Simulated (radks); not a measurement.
# Nuclear size and the levels of Si

Aim: how the total energy, the levels and the density at the nucleus of Si respond when the nuclear radius is scaled.

Program: radks (a radial shooting solver on a logarithmic mesh, Libxc functionals) version 1. Level of theory: Dirac Kohn-Sham, LDA (Slater exchange, Perdew-Wang correlation), spin-unpolarised, spherical densities, finite nucleus; open shells fill j = l - 1/2 first. These are calculated values, not measurements, unless marked.

## 1. The atom as given

```
element            : silicon (Z = 14)
charge             : 0
electrons          : 14
configuration      : [Ne] 3s2 3p2
nuclear rms radius : 3.1224 fm
```

## 2. rms radius 3.1224 fm

Input:

```text
Z 14
configuration [Ne] 3s2 3p2 4s0 3d0
relativity Dirac
functional lda,pw
spin unpolarised
j_filling energy
nucleus finite rms 3.1224 fm
c 137.035999084
```

## 3. rms radius 2.551 fm

Changes since step 2:

```diff
@@ -6,3 +6,3 @@
 j_filling energy
-nucleus finite rms 3.1224 fm
+nucleus finite rms 2.551 fm
 c 137.035999084
```

## 4. rms radius 2.8601 fm

Changes since step 3:

```diff
@@ -6,3 +6,3 @@
 j_filling energy
-nucleus finite rms 2.551 fm
+nucleus finite rms 2.8601 fm
 c 137.035999084
```

## 5. rms radius 3.4003 fm

Changes since step 4:

```diff
@@ -6,3 +6,3 @@
 j_filling energy
-nucleus finite rms 2.8601 fm
+nucleus finite rms 3.4003 fm
 c 137.035999084
```

## 6. rms radius 3.7875 fm

Changes since step 5:

```diff
@@ -6,3 +6,3 @@
 j_filling energy
-nucleus finite rms 3.4003 fm
+nucleus finite rms 3.7875 fm
 c 137.035999084
```

**Question.** What will these runs give? Wanted: for each run, rms radius; total energy shift; density at nucleus; 1s1/2 shift; 2s1/2 shift.

The runs gave:

```tsv
rms radius (fm)	total energy shift (eV)	density at nucleus (e/bohr³)	1s1/2 shift (meV)	2s1/2 shift (meV)
2.551	-0.00175	1897	-0.729	-0.0468
2.8601	-0.000844	1894	-0.353	-0.0226
3.1224	0	1892	0	0
3.4003	0.000974	1889	0.407	0.0261
3.7875	0.00247	1887	1.03	0.0661
```

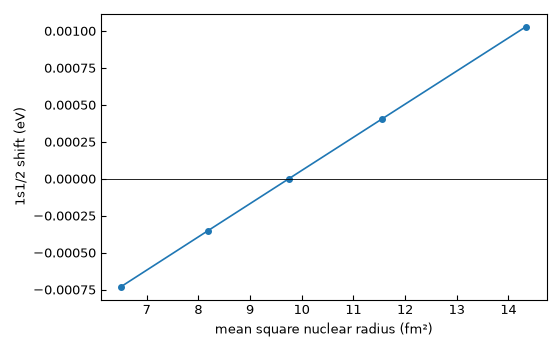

Shift of the 1s1/2 level against the mean square radius.

**Reading.** Shifts are against the first run. Over the range the 1s1/2 level moves by 0.00176 eV and the 2s1/2 level by 0.113 meV. A larger nucleus binds the 1s electrons less and lowers the density at its centre. These are shifts of eigenvalues, not the field shifts of spectral lines.
